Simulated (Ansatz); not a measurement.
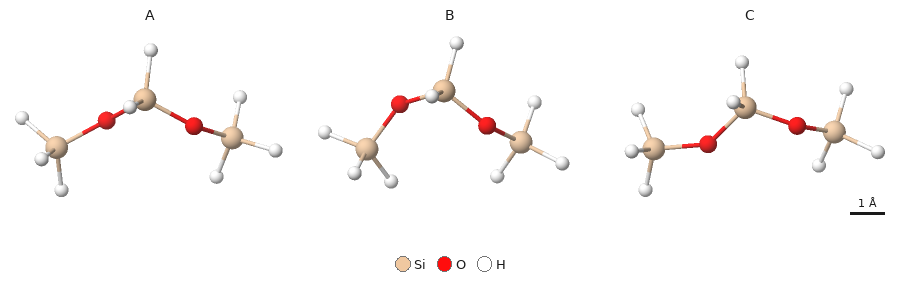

3 geometries from one relaxation of Si$_{3}$H$_{8}$O$_{2}$ (coarse preliminary run), in shuffled order. Style: ball-and-stick. Shown from a free direction.

The start comes from a force field.

The calculation used Ansatz 0.2.0, RKS PBE-D4/def2-SVP. (force threshold 0.03 eV/Å; at most 200 steps)

### Order the frames from highest to lowest energy.

C, A, B. They are steps 0, 10, 25, at +0.415 eV, +0.024 eV relative to the last. Over 23 accepted moves (25 points after the start) the energy falls by 0.415 eV. Largest force component: 2.9 eV/Å at the start, 0.019 eV/Å at the end. The line search rejected the trial steps at points 5, 13 of the run. The forces were under the threshold at step 4, but the run went on from there. The atom that moves furthest after the best rigid fit is an H atom (1.40 Å). Largest moves by element: H 1.40 Å, O 1.21 Å, Si 0.56 Å. Near-neighbour distances that change, for instance: O–Si 1.585 → 1.678 Å, H–Si 1.452 → 1.504 Å, O–Si 1.637 → 1.679 Å, H–Si 1.530 → 1.498 Å. Among the angles between lasting bonds that change: O–Si–H 113.7° → 106.6°, H–Si–H 106.2° → 112.5°, O–Si–H 105.9° → 110.6°. Groups turn about O–Si by about 130°, O–Si by about 110°.
